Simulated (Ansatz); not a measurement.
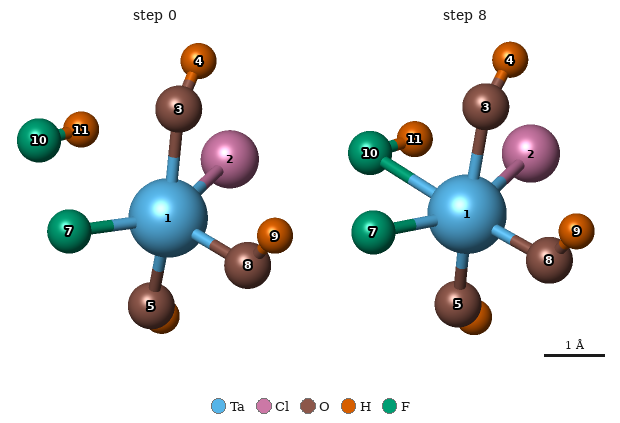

The structure of TaH4O3ClF2 before (left) and after (right) a relaxation, at one scale.

Style: ball-and-stick. Shown from a free direction.

The run prepares an end point of a later path (reaction) calculation, from a guessed geometry.

All numbers below come from RKS PBE-D4/def2-SVP in Ansatz. (no spin polarisation; force threshold 0.03 eV/Å; at most 50 steps)

### What changed between the two?

Over 7 accepted moves (8 points after the start) the energy falls by 7.03 kcal/mol. Largest force component: 0.49 eV/Å at the start, 0.028 eV/Å at the end. The line search rejected the trial step at point 5 of the run. The largest moves after the best rigid fit, 0.54 Å, are those of F and H atoms. By element the largest moves are H 0.54 Å, F 0.54 Å, Cl 0.24 Å, Ta 0.22 Å, O 0.21 Å. Near-neighbour distances that change, for instance: F–Ta 3.122 → 2.374 Å, H–Ta 3.202 → 2.527 Å, Cl–H 2.564 → 1.951 Å, Cl–Ta 2.468 → 2.550 Å. New bonds form, among them: F–Ta (3.12 → 2.37 Å). Bond angles that change, for instance: Cl–Ta–F 142.9° → 148.2°, O–Ta–O 98.6° → 94.6°, O–Ta–F 92.7° → 96.5°. The run took 21 s on 4 threads of Arm Neoverse V1, with other jobs on the host, peak memory 0.21 GiB.

Limits of the set-up: the start holds two separate molecules, 2.6 Å apart at their closest, whose relative position is a soft coordinate.
